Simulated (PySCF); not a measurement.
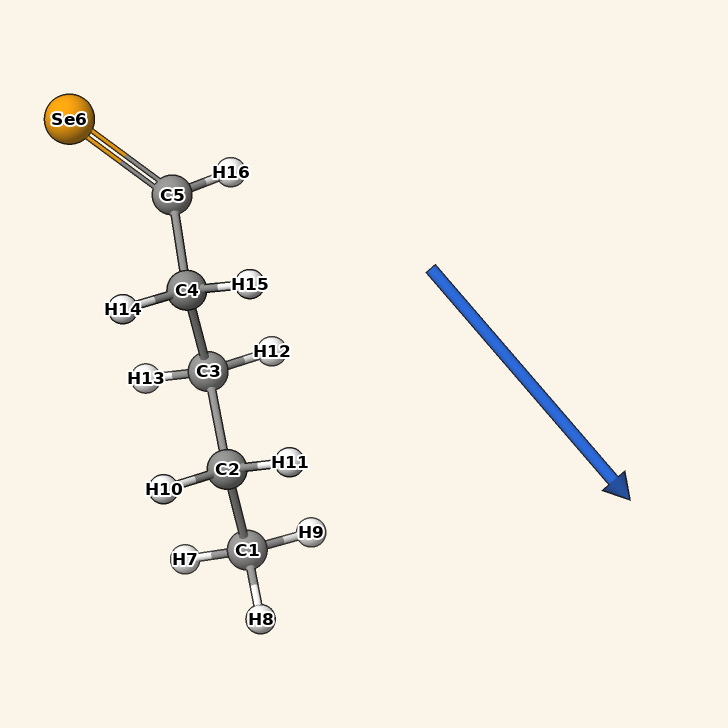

The arrow beside the molecule shows the direction of the dipole moment, from the negative to the positive end (its length means nothing). The computed structure is the end point of a GFN2-xTB optimisation. No frequency run is at hand to confirm it as a minimum. Properties computed with PBE0/def2-SVPD, gas phase (PySCF 2.14.0).

Estimate the dipole moment.

2.81 D; it points from the side of Se6 to the side of H8 (the outermost atoms at the two ends).

The geometry is semi-empirical. Around Se such bond lengths and angles can be off by a tenth of an ångström or more and by several degrees, and values that hang on the shape move with them.
